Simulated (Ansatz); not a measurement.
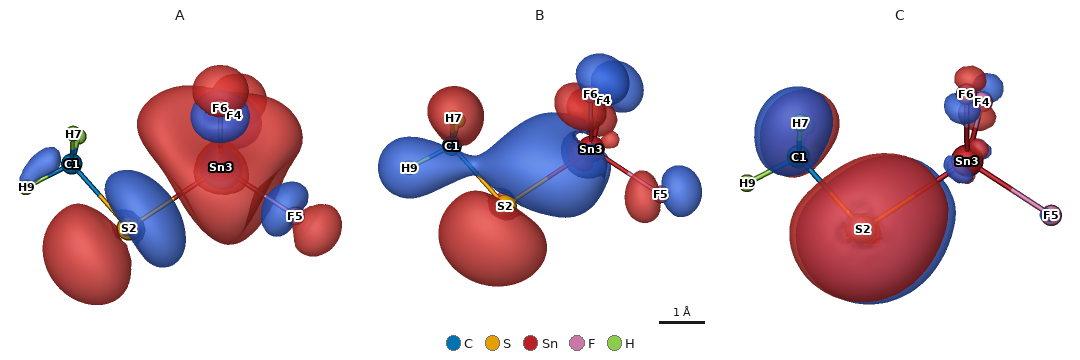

*CH₃F₃SSn (SMILES C[S][Sn]([F])([F])[F]). Three frontier orbitals at ±0.08 Å⁻³ᐟ² (red and blue are the two phases), in no order.*

Geometry: PBE0-D4/def2-TZVP; core potentials replace the inner electrons of Sn.

Method: RKS PBE0-D4/def2-TZVPP (Ansatz 0.2.0).

```xyz
9

C    -0.0514   -1.4054    0.8887
S     1.3206   -0.6763   -0.0677
Sn    0.2158    1.2341   -0.8474
F    -1.3124    0.8549   -1.9043
F     1.3083    2.3705   -1.8911
F    -0.4973    2.3062    0.5453
H    -0.3717   -0.7452    1.6924
H    -0.8882   -1.6704    0.2454
H     0.3648   -2.3148    1.3217
```

Which picture is the HOMO−1, the HOMO and the LUMO?

B is the HOMO−1 (−9.82 eV). It lies mainly on S2 (about 50 %), Sn3 (about 15 %), C1 (about 10 %), F4 (about 5 %) and F6 (about 5 %). C is the HOMO (−8.26 eV). It lies mainly on S2 (about 80 %), Sn3 (about 10 %) and C1 (about 5 %); largely a lone pair of S2. A is the LUMO (−2.68 eV). It lies mainly on Sn3 (about 40 %), S2 (about 25 %), F4 (about 10 %), F5 (about 10 %) and F6 (about 10 %).

What is the HOMO–LUMO gap?

5.58 eV between the orbital energies.
